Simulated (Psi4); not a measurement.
# C2H5FO (methoxymethyl fluoride): a chain of runs

We compute a series of 10 runs (PBE-D4/def2-SVP, PBE0-D4/def2-TZVP, PBE-D4/def2-TZVPP, r2SCAN-D4/def2-TZVPP, B3LYP-D4/def2-TZVPP, PBE0-D4/def2-TZVPP, wB97M-V/def2-TZVPP, CCSD(T)/def2-TZVPP, and more) of C2H5FO (methoxymethyl fluoride). 

The calculation is run with Psi4 1.11.

## 1. The structure to begin with

C2H5FO has 9 atoms, charge 0, and is taken as a singlet. As SMILES, `COCF`. Geometry: relaxed at GFN2-xTB, rattled. This is one conformer, not always the lowest. The run starts from this shape.

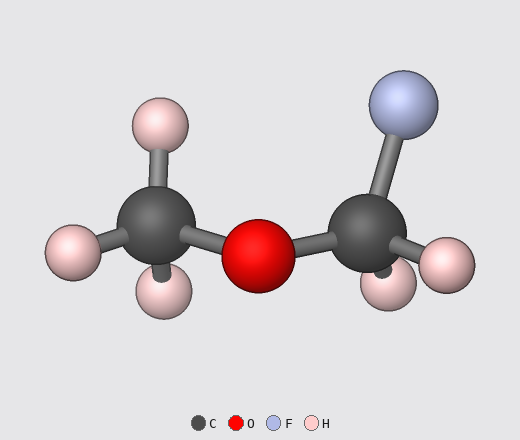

Viewed from a chosen angle; carbon dark grey, oxygen red, fluorine light blue, hydrogen pink.

## 2. A structure relaxation at PBE-D4/def2-SVP (density fitting) (run 1)

c2h5fo.inp

```
memory 4400 MB

molecule system {
  0 1
  C     -0.622821     0.811678    -0.601741
  O     -0.109802     0.470621     0.677234
  C      0.532860    -0.649240     0.651157
  F      1.764654    -0.736587    -0.065331
  H     -1.389566    -0.008580    -0.900664
  H     -1.183619     1.678125    -0.482370
  H      0.174059     0.864355    -1.351665
  H     -0.029003    -1.546930     0.307141
  H      0.871340    -0.917445     1.713320
  symmetry c1
}

set globals {
  basis def2-SVP
  scf_type df
  geom_maxiter 60
  max_force_g_convergence 0.0005
}

energy_value = optimize('pbe-d4')
```

Run with:

```bash
$ psi4 -n 2 c2h5fo.inp c2h5fo.out
```

c2h5fo.out:

```text
Psi4 1.11 release

gradient() will perform analytic gradient computation.

   => Loading Basis Set <=

    Name: DEF2-SVP
    Role: ORBITAL
    Keyword: BASIS

   => PBE-D4(BJ,EEQ)ATM: Empirical Dispersion <=

        a1 =       0.385750
        a2 =       4.806885
       alp =      16.000000
        s6 =       1.000000
        s8 =       0.959481
        s9 =       1.000000
        ga =       3.000000
        gc =       2.000000
        wf =       6.000000

         ---------------------------------------------------------
                                   SCF
                              RKS Reference
                        2 Threads,   4196 MiB Core
         ---------------------------------------------------------

  ==> Geometry <==

    Molecular point group: c1
    Full point group: C1

    Geometry (in Angstrom), charge = 0, multiplicity = 1:

       Center              X                  Y                   Z               Mass
    ------------   -----------------  -----------------  -----------------  -----------------
         C           -1.077603454908     0.881128872674    -0.749545455992    12.000000000000
         O           -0.564584454908     0.540071872674     0.529429544008    15.994914619570
         C            0.078077545092    -0.579789127326     0.503352544008    12.000000000000
[... 5 lines of this table left out ...]
         H            0.416557545092    -0.847994127326     1.565515544008     1.007825032230

  Running in c1 symmetry.

  Rotational constants: A =      0.60646  B =      0.18447  C =      0.15757 [cm^-1]
  Rotational constants: A =  18181.32236  B =   5530.19889  C =   4723.96863 [MHz]
  Nuclear repulsion =  133.963431205074841

  Charge       = 0
  Multiplicity = 1
  Electrons    = 34
  Nalpha       = 17
  Nbeta        = 17

  ==> Algorithm <==

  SCF Algorithm Type is DF.
  DIIS enabled.
  MOM disabled.
  Fractional occupation disabled.
  Guess Type is SAD.
  Energy threshold   = 1.00e-08
  Density threshold  = 1.00e-08
  Integral threshold = 1.00e-12

  ==> Primary Basis <==

  Basis Set: DEF2-SVP
    Blend: DEF2-SVP
    Number of shells: 39
    Number of basis functions: 81
    Number of Cartesian functions: 85
    Spherical Harmonics?: true
    Max angular momentum: 2

  ==> DFT Potential <==

   => LibXC <=

    Version 7.1.2

   => Composite Functional: PBE-D4BJEEQATM <=

    PBE GGA Exchange-Correlation Functional

    Deriv               =              1
    GGA                 =           TRUE
    Meta                =          FALSE

    Exchange Hybrid     =          FALSE
    MP2 Hybrid          =          FALSE

   => Exchange Functionals <=

    1.0000     XC_GGA_X_PBE

   => Correlation Functionals <=

    1.0000     XC_GGA_C_PBE

   => LibXC Density Thresholds  <==

    XC_GGA_C_PBE:  1.00E-12
    XC_GGA_X_PBE:  1.00E-15

   => Molecular Quadrature <=

    Radial Scheme          =       TREUTLER
    Pruning Scheme         =           NONE
    Nuclear Scheme         =       TREUTLER

    Blocking Scheme        =         OCTREE
    BS radius alpha        =              1
    Pruning alpha          =              1
    Radial Points          =             75
    Spherical Points       =            302
    Total Points           =         193740
    Total Blocks           =           1490
    Max Points             =            256
    Max Functions          =             80
    Weights Tolerance      =       1.00E-15

   => Loading Basis Set <=

    Name: (DEF2-SVP AUX)
    Role: JKFIT
    Keyword: DF_BASIS_SCF

  ==> Integral Setup <==

  DFHelper Memory: AOs need 0.022 GiB; user supplied 2.686 GiB.
  SCF_SUBTYPE=INCORE selected. In-core MEM_DF algorithm will be used.
  Using in-core AOs.

  ==> MemDFJK: Density-Fitted J/K Matrices <==

    J tasked:                   Yes
    K tasked:                    No
    wK tasked:                   No
    Memory [MiB]:              2750
    Algorithm:                 Core
    Schwarz Cutoff:           1E-12
    Mask sparsity (%):       0.3353
    Fitting Condition:        1E-10

   => Auxiliary Basis Set <=

  Basis Set: (DEF2-SVP AUX)
    Blend: DEF2-UNIVERSAL-JKFIT
    Number of shells: 130
    Number of basis functions: 394
    Number of Cartesian functions: 464
    Spherical Harmonics?: true
    Max angular momentum: 4

  Cached 100.0% of DFT collocation blocks in 0.387 [GiB].

  Minimum eigenvalue in the overlap matrix is 8.5244504847E-03.
  Reciprocal condition number of the overlap matrix is 1.5733562410E-03.
    Using symmetric orthogonalization.

  ==> Pre-Iterations <==

  SCF Guess: Superposition of Atomic Densities via on-the-fly atomic UHF (no occupation information).

   -------------------------
    Irrep   Nso     Nmo
   -------------------------
     A         81      81
   -------------------------
    Total      81      81
   -------------------------

  ==> Iterations <==

                           Total Energy        Delta E     RMS |[F,P]|

   @DF-RKS iter SAD:  -253.43626463627285   -2.53436e+02   0.00000e+00
[... 2 lines left out ...]
   @DF-RKS iter   3:  -253.76761138094281   -4.47080e-01   2.09148e-03 ADIIS/DIIS
[... 2 lines left out ...]
   @DF-RKS iter   6:  -253.77845760168964   -4.59634e-05   9.03257e-05 DIIS
[... 2 lines left out ...]
   @DF-RKS iter   9:  -253.77847840003955   -1.03552e-07   9.37844e-07 DIIS
[... 2 lines left out ...]
   @DF-RKS iter  12:  -253.77847840292094    3.69482e-13   2.05882e-09 DIIS
[... 34 lines left out ...]
  @DF-RKS Final Energy:  -253.77847840292094
[... 5 lines left out ...]
    Two-Electron Energy =                 257.6661700303222915
[... 2 lines left out ...]
    VV10 Nonlocal Energy =                  0.0000000000000000
[... 16 lines left out ...]
 Dipole Y            :         -0.9447150            1.0226587            0.0779437
[... 122 lines left out ...]
	                                 ==> Convergence Check <==
[... 8 lines left out ...]
	  Convergence Criteria              o    5.00e-04 *             o             o             o~
[... 139 lines left out ...]
   @DF-RKS iter   0:  -253.75506169247438   -2.53755e+02   2.76492e-03
[... 2 lines left out ...]
   @DF-RKS iter   3:  -253.79269200337424   -1.08338e-02   1.64980e-04 ADIIS/DIIS
[... 2 lines left out ...]
   @DF-RKS iter   6:  -253.79276679543395   -2.85625e-07   5.53778e-06 DIIS
[... 2 lines left out ...]
   @DF-RKS iter   9:  -253.79276689010041   -1.60270e-10   3.05827e-08 DIIS
[... 8 lines left out ...]
    Final Occupation by Irrep:
[... 10 lines left out ...]
    One-Electron Energy =                -612.3346628610373727
[... 2 lines left out ...]
    Empirical Dispersion Energy =          -0.0040337293172058
[... 16 lines left out ...]
 Dipole X            :          4.1464565           -4.7702792           -0.6238227
[... 44 lines left out ...]
    Weights Tolerance      =       1.00E-15
[... 54 lines left out ...]
	   Step    Total Energy     Delta E     Max Force     RMS Force      Max Disp      RMS Disp
[... 91 lines left out ...]
                           Total Energy        Delta E     RMS |[F,P]|
[... 3 lines left out ...]
   @DF-RKS iter   2:  -253.79311247382662    9.15237e-04   7.22237e-04 ADIIS/DIIS
[... 2 lines left out ...]
   @DF-RKS iter   5:  -253.79436567927033   -4.05165e-07   3.44186e-06 DIIS
[... 2 lines left out ...]
   @DF-RKS iter   8:  -253.79436571361987   -1.43956e-10   4.94402e-08 DIIS
[... 2 lines left out ...]
  Energy and wave function converged.
[... 16 lines left out ...]
    Nuclear Repulsion Energy =            132.9232492531237426
[... 2 lines left out ...]
    DFT Exchange-Correlation Energy =     -31.4299992079764152
[... 2 lines left out ...]
    Total Energy =                       -253.7943657136274282
[... 16 lines left out ...]
 Dipole Z            :          1.0291112           -1.1635916           -0.1344804
[... 92 lines left out ...]
	Measures of convergence in internal coordinates in au.
[... 76 lines left out ...]
    Weights Tolerance      =       1.00E-15
[... 39 lines left out ...]
   @DF-RKS iter   1:  -253.79463173939669    1.93019e-03   1.83850e-04 ADIIS/DIIS
[... 2 lines left out ...]
   @DF-RKS iter   4:  -253.79471867274435   -1.93713e-06   1.06418e-05 DIIS
[... 2 lines left out ...]
   @DF-RKS iter   7:  -253.79471894642268   -8.41965e-10   1.06218e-07 DIIS
[... 2 lines left out ...]
  Energy and wave function converged.
[... 16 lines left out ...]
    Nuclear Repulsion Energy =            132.9445942479373173
[... 2 lines left out ...]
    DFT Exchange-Correlation Energy =     -31.4301876196004244
[... 2 lines left out ...]
    Total Energy =                       -253.7947189464580333
[... 16 lines left out ...]
 Dipole Z            :          1.0503227           -1.1832569           -0.1329342
[... 92 lines left out ...]
	Measures of convergence in internal coordinates in au.
[... 76 lines left out ...]
    Weights Tolerance      =       1.00E-15
[... 22 lines left out ...]
   @DF-RKS iter   1:  -253.79473442983738    7.13773e-04   1.02072e-04 ADIIS/DIIS
[... 2 lines left out ...]
   @DF-RKS iter   4:  -253.79476108167205   -4.29790e-07   5.58360e-06 DIIS
[... 2 lines left out ...]
   @DF-RKS iter   7:  -253.79476115715988   -2.57813e-10   3.84941e-08 DIIS
[... 2 lines left out ...]
  Energy and wave function converged.
[... 18 lines left out ...]
    Virtual:

      18A      0.042320    19A      0.072928    20A      0.077285
      21A      0.094882    22A      0.095889    23A      0.115951
      24A      0.136164    25A      0.207273    26A      0.381676
[... 17 lines of this table left out ...]
      78A      3.243903    79A      3.314967    80A      3.403117
      81A      3.653565

    Final Occupation by Irrep:
              A
    DOCC [    17 ]
    NA   [    17 ]
    NB   [    17 ]

  @DF-RKS Final Energy:  -253.79476115716471

   => Energetics <=

    Nuclear Repulsion Energy =            132.9323118511759674
    One-Electron Energy =                -612.0432617227500032
    Two-Electron Energy =                 256.7498913914594709
    DFT Exchange-Correlation Energy =     -31.4296714503186010
    Empirical Dispersion Energy =          -0.0040312267315607
    VV10 Nonlocal Energy =                  0.0000000000000000
    Total Energy =                       -253.7947611571647144

Computation Completed

Properties will be evaluated at   0.000000,   0.000000,   0.000000 [a0]

Properties computed using the SCF density matrix

 Multipole Moments:

 ------------------------------------------------------------------------------------
     Multipole            Electronic (a.u.)      Nuclear  (a.u.)        Total (a.u.)
 ------------------------------------------------------------------------------------

 L = 1.  Multiply by 2.5417464519 to convert [e a0] to [Debye]
 Dipole X            :          4.3333212           -4.9016833           -0.5683621
 Dipole Y            :         -1.2748525            1.1330652           -0.1417872
 Dipole Z            :          1.0653131           -1.2027525           -0.1374394
 Magnitude           :                                                    0.6016882

 ------------------------------------------------------------------------------------

	total time  =          5 seconds =       0.08 minutes

         ------------------------------------------------------------
                                   SCF GRAD
         ------------------------------------------------------------

  ==> Geometry <==

    Molecular point group: c1
    Full point group: C1

    Geometry (in Angstrom), charge = 0, multiplicity = 1:

       Center              X                  Y                   Z               Mass
    ------------   -----------------  -----------------  -----------------  -----------------
         C           -1.111419283132     0.866431880314    -0.753567082161    12.000000000000
         O           -0.533438813786     0.559085229567     0.508047026480    15.994914619570
         C            0.120571949499    -0.648293993947     0.546618688722    12.000000000000
[... 5 lines of this table left out ...]
         H            0.401266992683    -0.830767097150     1.606539152934     1.007825032230

  Nuclear repulsion =  132.932311851175967

   => Molecular Quadrature <=

    Radial Scheme          =       TREUTLER
    Pruning Scheme         =           NONE
    Nuclear Scheme         =       TREUTLER

    Blocking Scheme        =         OCTREE
    BS radius alpha        =              1
    Pruning alpha          =              1
    Radial Points          =             75
    Spherical Points       =            302
    Total Points           =         193793
    Total Blocks           =           1500
    Max Points             =            256
    Max Functions          =             80
    Weights Tolerance      =       1.00E-15

  -Total Gradient:
     Atom            X                  Y                   Z
    ------   -----------------  -----------------  -----------------
       1       -0.000362803929     0.000288216139    -0.000202870970
       2        0.000321123126    -0.000645228397     0.000296484714
       3       -0.000986632556     0.000219297416     0.000021472718
[... 5 lines of this table left out ...]
       9        0.000352207715     0.000115545403     0.000063458743

	total time  =          1 seconds =       0.02 minutes

    			-----------------------------------------

    			 OPTKING 3.0: for geometry optimizations

    			        with contributions from

    			-----------------------------------------

	                            ===> Fragment 1 <==

	 Z (Atomic Numbers)          Masses                          Geom
	       6.000000            12.000000         -2.10027806  1.63731896 -1.42403540
	       8.000000            15.994915         -1.00805326  1.05651796  0.96006974
	       6.000000            12.000000          0.22784796 -1.22509810  1.03295962
[... 5 lines of this table left out ...]
	       1.000000             1.007825          0.75828472 -1.56992229  3.03591901

	 - Coordinate -           - BOHR/RAD -       - ANG/DEG -
	 R(1,2)           =         2.685934           1.421335
	 R(1,5)           =         2.109477           1.116287
	 R(1,6)           =         2.090183           1.106077
[... 23 lines of this table left out ...]
	 D(3,2,1,7)       =        -1.123493         -64.371412

	        --- Internal Coordinate Step in ANG or DEG, aJ/ANG or AJ/DEG ---
	-------------------------------------------------------------------------------
	           Coordinate      Previous         Force          Change          New
	           ----------      --------        ------          ------        ------
	               R(1,2)       1.42134       -0.00329       -0.00062       1.42071
	               R(1,5)       1.11629       -0.00068       -0.00005       1.11624
	               R(1,6)       1.10608        0.00013       -0.00008       1.10600
[... 23 lines of this table left out ...]
	           D(3,2,1,7)     -64.37141        0.00000       -0.19881     -64.57022
	-------------------------------------------------------------------------------

	                                 ==> Convergence Check <==

	Measures of convergence in internal coordinates in au.

	Criteria marked as inactive (o), active & met (*), and active & unmet ( ).

	----------------------------------------------------------------------------------------------
	   Step    Total Energy     Delta E     Max Force     RMS Force      Max Disp      RMS Disp
	----------------------------------------------------------------------------------------------
	  Convergence Criteria              o    5.00e-04 *             o             o             o
	----------------------------------------------------------------------------------------------
	     5    -253.79476116   -4.22e-05 o    4.00e-04 *    2.05e-04 o    4.92e-03 o    1.89e-03 o  ~
	----------------------------------------------------------------------------------------------

Next Geometry in Ang
	Fragment 1 (Ang)

	    C  -1.1103608862   0.8662321888  -0.7535838563
	    O  -0.5324433627   0.5601040762   0.5076545813
	    C   0.1212065558  -0.6482341470   0.5466205201
[... 5 lines of this table left out ...]
	    H   0.4012862346  -0.8303580233   1.6065562599

    Final optimized geometry and variables:
    Molecular point group: c1
    Full point group: C1

    Geometry (in Angstrom), charge = 0, multiplicity = 1:

    C           -1.111419283132     0.866431880314    -0.753567082161
    O           -0.533438813786     0.559085229567     0.508047026480
    C            0.120571949499    -0.648293993947     0.546618688722
[... 5 lines of this table left out ...]
    H            0.401266992683    -0.830767097150     1.606539152934

    Psi4 run time: 0:00:40.41

[set-up sections that repeat, and orbital energies of the middle runs, are left out above]
```

Standard output:

```text
Optimizer: Optimization complete!
```

It took 43 s on 2 threads of AMD EPYC 7R43 (Zen 3), shared host; peak memory 0.67 GiB.

Step by step:

```tsv
step	energy from the first frame kept (eV)	largest force (eV/Å)
0	0.0000	5.6999
1	-0.3888	1.7392
2	-0.4323	0.6636
3	-0.4419	0.2519
4	-0.4431	0.0520
```

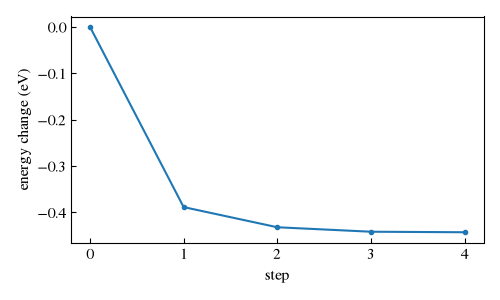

Energy along the run.

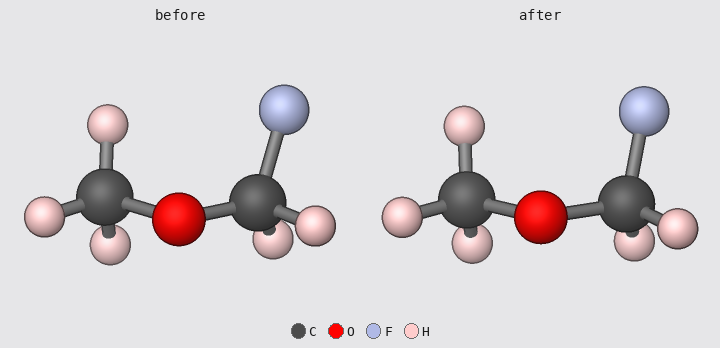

Before and after, at one scale.

After the run. Bond lengths: C1–O2 1.421 Å, O2–C3 1.374 Å, C3–F4 1.392 Å, C1–H5 1.116 Å, C1–H6 1.106 Å, C1–H7 1.111 Å, C3–H8 1.120 Å, C3–H9 1.112 Å. Some angles: C1–O2–C3 114.1°, O2–C3–F4 112.1°, O2–C1–H5 111.2°, O2–C1–H6 107.4°, O2–C1–H7 111.6°, O2–C3–H8 112.0°, O2–C3–H9 106.9°, F4–C3–H8 106.4°, F4–C3–H9 108.3°, H5–C1–H6 109.0°.

[end of part 1 of 2]
